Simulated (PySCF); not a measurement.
# CH2=CHCHFCH3 (C4H7F): electronic excitations and core binding energies

Wanted: the electronic excitations and core binding energies of CH2=CHCHFCH3 (C4H7F) (`C=C[C@H](C)F`), by calculation.

Computed with PySCF 2.14.0, with density-fitted response routines of our own, on a single molecule in the gas phase. Atoms count from 0, in the outputs and in this text.

## 1. Starting geometry

12 atoms, charge 0, multiplicity 1; geometry from: GFN2-xTB.

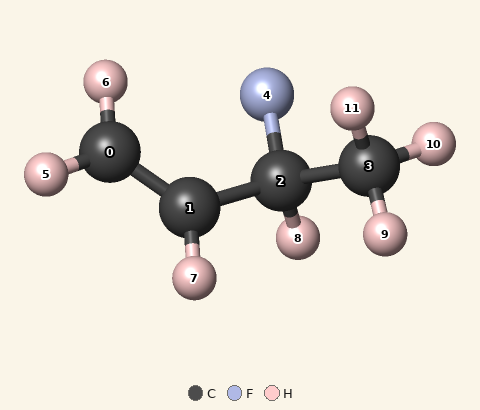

As it starts; carbon dark grey, fluorine light blue, hydrogen pink, atoms numbered.

## 2. Ultraviolet spectrum: CAM-B3LYP/def2-SVPD

What the job is given:

```
{"job": {"kind": "uv", "xc": "CAM-B3LYP", "basis": "def2-SVPD", "nstates": 8, "ntriplets": 3}, "charge": 0, "multiplicity": 1}
C      1.922034     0.397230    -0.076943
C      0.873950    -0.375582    -0.286264
C     -0.381720    -0.353004     0.535189
C     -1.580651     0.121454    -0.281447
F     -0.234254     0.482246     1.627419
H      2.796914     0.348077    -0.701696
H      1.943968     1.103903     0.735478
H      0.847015    -1.088626    -1.098633
H     -0.576056    -1.351993     0.953999
H     -1.759307    -0.561206    -1.106693
H     -2.465910     0.160615     0.348295
H     -1.384783     1.116200    -0.674730
```

Level: TDDFT CAM-B3LYP/def2-SVPD, vertical, gas phase, core orbitals frozen in the response.

The log of the run:

```text
coarse grid: 9776 points
cycle   1  E = -256.0656725819  dE =  4.976e-01  |g| = 5.023e-01  |ddm| = 4.900e+00
cycle   2  E = -256.0565452510  dE =  9.127e-03  |g| = 6.056e-01  |ddm| = 1.284e+00
cycle   3  E = -256.1169316542  dE = -6.039e-02  |g| = 5.946e-02  |ddm| = 6.148e-01
cycle   4  E = -256.1175457954  dE = -6.141e-04  |g| = 2.374e-02  |ddm| = 1.055e-01
cycle   5  E = -256.1176791794  dE = -1.334e-04  |g| = 3.964e-03  |ddm| = 4.290e-02
cycle   6  E = -256.1176825930  dE = -3.414e-06  |g| = 1.726e-03  |ddm| = 8.140e-03
final grid: 94040 points
cycle   7  E = -256.1639351523  dE = -2.645e-05  |g| = 4.048e-03  |ddm| = 6.097e-02
cycle   8  E = -256.1639338400  dE =  1.312e-06  |g| = 4.976e-03  |ddm| = 1.282e-02
cycle   9  E = -256.1639388493  dE = -5.009e-06  |g| = 4.318e-04  |ddm| = 5.550e-03
cycle  10  E = -256.1639388869  dE = -3.754e-08  |g| = 1.289e-04  |ddm| = 7.239e-04
cycle  11  E = -256.1639388909  dE = -4.063e-09  |g| = 1.487e-05  |ddm| = 2.554e-04
cycle  12  E = -256.1639388910  dE = -5.633e-11  |g| = 6.220e-06  |ddm| = 4.224e-05
converged SCF energy = -256.1639388910

Static polarisability (au): isotropic 50.859, principal 42.699 46.644 63.235

Singlet excitations
state   eV       nm        f      main configurations
  1   7.4348    166.8   0.08944   H->L+1 0.44, H->L 0.42
  2   7.6169    162.8   0.39707   H->L 0.52, H->L+1 0.44
  3   8.1114    152.9   0.00213   H-1->L 0.70, H-1->L+1 0.16
  4   8.2309    150.6   0.01360   H->L+2 0.81, H->L+3 0.09
  5   8.6405    143.5   0.00696   H->L+4 0.79
  6   8.8329    140.4   0.02693   H->L+3 0.77
  7   9.1924    134.9   0.00269   H-3->L 0.30, H-2->L 0.25, H-1->L 0.14
  8   9.2861    133.5   0.00796   H-1->L+1 0.57, H-2->L 0.23

Triplet excitations (Tamm-Dancoff, eV): 4.5198 7.3031 7.6636
```

It took 15 s on 1 thread, shared host.

Frontier orbitals and where they lie:

| orbital | eV | atoms |
| --- | --- | --- |
| HOMO−3 | -12.24 | C0 26 %, F4 22 %, H6 13 % |
| HOMO−2 | -11.37 | F4 43 %, C2 17 %, C3 17 % |
| HOMO−1 | -10.91 | F4 21 %, C2 19 %, C1 19 % |
| HOMO | -9.10 | C0 38 %, C1 35 %, C2 7 % |
| LUMO | 1.16 | C0 26 %, C1 23 %, C3 11 % |
| LUMO+1 | 1.53 | C1 23 %, C0 20 %, C3 11 % |
| LUMO+2 | 2.12 | C0 30 %, H5 16 %, H6 14 % |

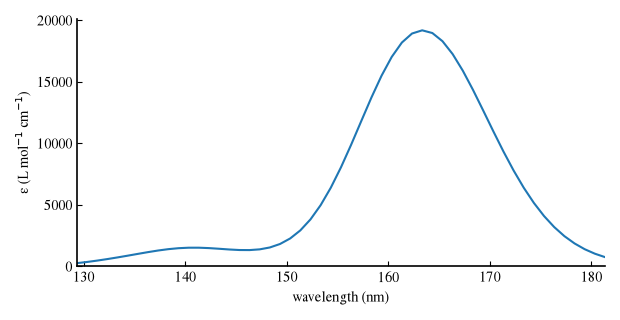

Absorption spectrum: each of the 8 states is a Gaussian band of 0.4 eV half-width at 1/e. Beyond the last state computed it falls off for lack of states.

Further results of this job:

| property | computed |
| --- | --- |
| dipole moment (D) | 1.89 |
| polarisability (Å³) | 7.54 |
| HOMO–LUMO gap (eV) | 10.26 |
| −ε(HOMO) (eV) | 9.10 |

## 3. Core holes by ΔSCF: SCAN, X2C

Settings changed since step 2:

```diff
@@ -1,2 +1,2 @@
-{"job": {"kind": "uv", "xc": "CAM-B3LYP", "basis": "def2-SVPD", "nstates": 8, "ntriplets": 3}, "charge": 0, "multiplicity": 1}
+{"job": {"kind": "xps"}, "charge": 0, "multiplicity": 1}
 C      1.922034     0.397230    -0.076943
```

Level: delta-SCF UKS SCAN, pcX-2 on the ionised atom, pcseg-1 elsewhere, spin-free X2C.

The log of the run:

```text
ground state, core basis on atom 0 (C), 136 functions
  cycle   1  E = -256.38932491  |g| = 5.68e-01
  cycle   2  E = -256.33098627  |g| = 8.00e-01
  cycle   3  E = -256.45710182  |g| = 1.33e-01
  cycle   4  E = -256.46057888  |g| = 3.95e-02
  cycle   5  E = -256.46089820  |g| = 1.90e-02
  cycle   6  E = -256.46098433  |g| = 4.23e-03
  cycle   7  E = -256.46098885  |g| = 7.40e-04
  cycle   8  E = -256.46098836  |g| = 2.16e-04
  E(ground) = -256.46511913 Eh
hole in C 1s of atom 0
  cycle   1  E = -245.22249462  |g| = 1.50e+00
  cycle   2  E = -244.43866368  |g| = 1.84e+00
  cycle   3  E = -245.71048579  |g| = 4.19e-01
  cycle   4  E = -245.77385880  |g| = 2.07e-01
  cycle   5  E = -245.79306180  |g| = 5.50e-02
  cycle   6  E = -245.79402969  |g| = 2.33e-02
  cycle   7  E = -245.79424634  |g| = 9.21e-03
  cycle   8  E = -245.79430056  |g| = 2.62e-03
  cycle   9  E = -245.79430976  |g| = 1.94e-03
  cycle  10  E = -245.79431534  |g| = 9.50e-04
  cycle  11  E = -245.79431557  |g| = 3.30e-04
  E(ion) = -245.79794035 Eh   <S^2> = 0.7844   hole on atom = 1.000   binding energy = 290.269 eV
ground state, core basis on atom 1 (C), 136 functions
  cycle   1  E = -256.46109684  |g| = 6.30e-02
  cycle   2  E = -256.46031581  |g| = 6.25e-02
  cycle   3  E = -256.46096254  |g| = 3.77e-02
  cycle   4  E = -256.46133863  |g| = 6.34e-03
  cycle   5  E = -256.46134759  |g| = 1.13e-03
  cycle   6  E = -256.46134818  |g| = 3.36e-04
  E(ground) = -256.46565861 Eh
hole in C 1s of atom 1
  cycle   1  E = -245.20897928  |g| = 1.51e+00
  cycle   2  E = -244.41335827  |g| = 1.91e+00
  cycle   3  E = -245.66437198  |g| = 5.15e-01
  cycle   4  E = -245.73482421  |g| = 3.13e-01
  cycle   5  E = -245.77732539  |g| = 6.82e-02
  cycle   6  E = -245.77893911  |g| = 2.46e-02
  cycle   7  E = -245.77921844  |g| = 1.06e-02
  cycle   8  E = -245.77929884  |g| = 5.83e-03
  cycle   9  E = -245.77933608  |g| = 2.88e-03
  cycle  10  E = -245.77936286  |g| = 1.87e-03
  cycle  11  E = -245.77937237  |g| = 9.36e-04
  cycle  12  E = -245.77937584  |g| = 4.68e-04
  E(ion) = -245.78290174 Eh   <S^2> = 0.8026   hole on atom = 1.000   binding energy = 290.693 eV
ground state, core basis on atom 2 (C), 136 functions
  cycle   1  E = -256.46487354  |g| = 6.07e-02
  cycle   2  E = -256.46452791  |g| = 4.46e-02
  cycle   3  E = -256.46459202  |g| = 4.11e-02
  cycle   4  E = -256.46501557  |g| = 5.65e-03
  cycle   5  E = -256.46502362  |g| = 6.94e-04
  cycle   6  E = -256.46502428  |g| = 1.97e-04
  E(ground) = -256.46813428 Eh
hole in C 1s of atom 2
  cycle   1  E = -245.13737610  |g| = 1.51e+00
  cycle   2  E = -243.51248204  |g| = 2.28e+00
  cycle   3  E = -245.55969635  |g| = 5.33e-01
  cycle   4  E = -245.65490887  |g| = 2.97e-01
  cycle   5  E = -245.68732988  |g| = 1.17e-01
  cycle   6  E = -245.69205513  |g| = 3.98e-02
  cycle   7  E = -245.69280826  |g| = 1.69e-02
  cycle   8  E = -245.69291301  |g| = 1.07e-02
  cycle   9  E = -245.69297588  |g| = 2.60e-03
  cycle  10  E = -245.69298265  |g| = 1.44e-03
  cycle  11  E = -245.69298513  |g| = 5.95e-04
  cycle  12  E = -245.69298478  |g| = 2.74e-04
  E(ion) = -245.69652883 Eh   <S^2> = 0.7742   hole on atom = 1.000   binding energy = 293.110 eV
ground state, core basis on atom 3 (C), 136 functions
  cycle   1  E = -256.45944889  |g| = 5.80e-02
  cycle   2  E = -256.45939639  |g| = 2.35e-02
  cycle   3  E = -256.45936870  |g| = 2.58e-02
  cycle   4  E = -256.45951668  |g| = 6.69e-03
  cycle   5  E = -256.45952813  |g| = 5.24e-04
  cycle   6  E = -256.45952664  |g| = 2.10e-04
  E(ground) = -256.46372012 Eh
hole in C 1s of atom 3
  cycle   1  E = -245.21580742  |g| = 1.50e+00
  cycle   2  E = -244.61069190  |g| = 1.77e+00
  cycle   3  E = -245.70639896  |g| = 3.95e-01
  cycle   4  E = -245.72701869  |g| = 3.18e-01
  cycle   5  E = -245.76965503  |g| = 5.77e-02
  cycle   6  E = -245.77090382  |g| = 2.66e-02
  cycle   7  E = -245.77123203  |g| = 8.23e-03
  cycle   8  E = -245.77125369  |g| = 5.19e-03
  cycle   9  E = -245.77126967  |g| = 1.13e-03
  cycle  10  E = -245.77127168  |g| = 7.57e-04
  cycle  11  E = -245.77127369  |g| = 5.25e-04
  cycle  12  E = -245.77127431  |g| = 3.94e-04
  E(ion) = -245.77439412 Eh   <S^2> = 0.7677   hole on atom = 1.000   binding energy = 290.871 eV
ground state, core basis on atom 4 (F), 136 functions
  cycle   1  E = -256.50454339  |g| = 1.15e-01
  cycle   2  E = -256.50437606  |g| = 4.60e-02
  cycle   3  E = -256.50425716  |g| = 5.55e-02
  cycle   4  E = -256.50467661  |g| = 3.96e-03
  cycle   5  E = -256.50468083  |g| = 6.78e-04
  cycle   6  E = -256.50468183  |g| = 2.17e-04
  E(ground) = -256.51036040 Eh
hole in F 1s of atom 4
  cycle   1  E = -230.16970446  |g| = 2.58e+00
  cycle   2  E = -230.04621480  |g| = 2.17e+00
  cycle   3  E = -231.01745306  |g| = 3.56e-01
  cycle   4  E = -231.04554426  |g| = 1.76e-01
  cycle   5  E = -231.06048440  |g| = 3.23e-02
  cycle   6  E = -231.06090327  |g| = 1.01e-02
  cycle   7  E = -231.06093114  |g| = 6.67e-03
  cycle   8  E = -231.06095514  |g| = 1.29e-03
  cycle   9  E = -231.06095581  |g| = 3.56e-04
  E(ion) = -231.07252101 Eh   <S^2> = 0.7570   hole on atom = 1.000   binding energy = 692.199 eV
```

Wall time 23 s (1 thread, shared host).

The holes in one table. −ε is the ground-state orbital energy:

| hole | stands for | environment | ΔSCF (eV) | −ε (eV) | ⟨S²⟩ |
| --- | --- | --- | --- | --- | --- |
| C1s on C0 | C0 | terminal =CH2 carbon | 290.27 | 273.5 | 0.784 |
| C1s on C1 | C1 | alkene CH | 290.69 | 273.8 | 0.803 |
| C1s on C2 | C2 | allylic sp3 CH bonded to F | 293.11 | 275.9 | 0.774 |
| C1s on C3 | C3 | methyl carbon | 290.87 | 273.6 | 0.768 |
| F1s on F4 | F4 | fluorine on an sp3 carbon | 692.20 | 666.2 | 0.757 |

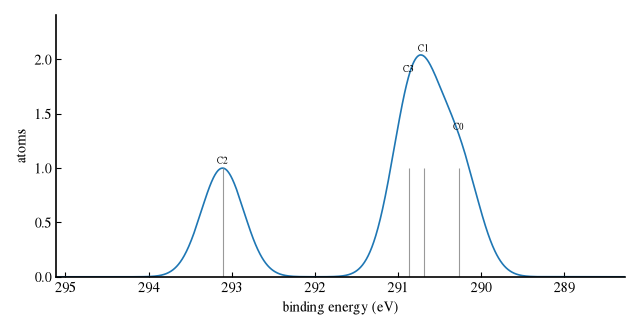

The C1s photoelectron lines, weighted by the number of atoms. Lines are broadened to a width of 0.60 eV (Gaussian).

## 4. Results

```
                                quantity                                          value
    lowest singlet (CAM-B3LYP/def2-SVPD)                    7.43 eV (167 nm), f = 0.089
brightest single state of those computed                    state 2, 7.62 eV, f = 0.397
                          lowest triplet                                        4.52 eV
        C1s binding energies, SCAN/pcX-2  C2 293.11, C3 290.87, C1 290.69, C0 290.27 eV
        F1s binding energies, SCAN/pcX-2                                   F4 692.20 eV
```

**Reading.** The lowest singlet, at 7.43 eV, is HOMO→LUMO+1 0.44, HOMO→LUMO 0.42 and is bright; of the 8 states computed, the strongest absorption comes from state 2 at 7.62 eV. The lowest triplet lies 2.92 eV below the lowest singlet (triplets in Tamm-Dancoff, singlets in full TDDFT). C2 (allylic sp3 CH bonded to F) binds its C1s electron 2.84 eV more tightly than C0 (terminal =CH2 carbon).
